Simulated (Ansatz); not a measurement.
We consider CsCl-type AuZn (cubic form, which distorts at low temperature), described by r²SCAN+SOC in Ansatz (plane waves, PAW).

Settings: plane-wave cutoff 560 eV, 18×18×18 k mesh, Fermi–Dirac smearing 0.05 eV, PAW data made under PBE.

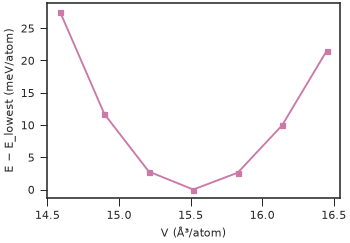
Fig. 1. Total energy against volume

Problem. From the curve, estimate the equilibrium volume and the bulk modulus.

Solution. V0 ≈ 15.5 Å³/atom and B0 ≈ 140 GPa; the fit gives V0 = 15.517 Å³/atom, B0 = 139 GPa, B′ = 5.4.

Measured, for comparison: bulk modulus 131 GPa (temperature not stated, not corrected to a static lattice; as tabulated in Nepal et al. (2020), arXiv:2007.11150). Computed (rounded) less measured: bulk modulus +6 %. A static lattice is as a rule a little smaller and stiffer than an uncorrected measurement, which narrows the difference in the bulk modulus and would widen misses of the other sign.

Note: symmetry holds this phase in the static calculation, where it need not be a minimum.

Static lattice: no zero-point or thermal effects.

Ansatz is a first-principles code.
